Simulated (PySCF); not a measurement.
SMILES O=Cc1cccc(C=O)c1 at its GFN2-xTB optimised geometry (Å):

```
16

O     -2.5467    -2.6862     0.0005
C     -1.3486    -2.5798     0.0008
C     -0.6127    -1.3053     0.0005
C      0.7827    -1.2893     0.0005
C      1.4672    -0.0860     0.0003
C      0.7670     1.1065     0.0000
C     -0.6305     1.1065     0.0000
C     -1.3619     2.3846     0.0000
O     -0.8488     3.4728    -0.0008
C     -1.3152    -0.1024     0.0002
H     -0.6927    -3.4728     0.0007
H      1.3248    -2.2240     0.0008
H      2.5467    -0.0789     0.0004
H      1.2796     2.0571    -0.0001
H     -2.4628     2.2669    -0.0007
H     -2.3956    -0.1318     0.0002
```

Level of theory: CAM-B3LYP/def2-TZVP run with PySCF.

Map of the electron localisation function on the plane z = 1.0 Å:

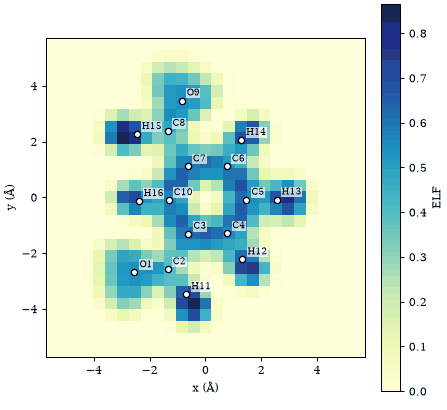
Fig. 1. Electron localisation function on the plane z = 1.0 Å.
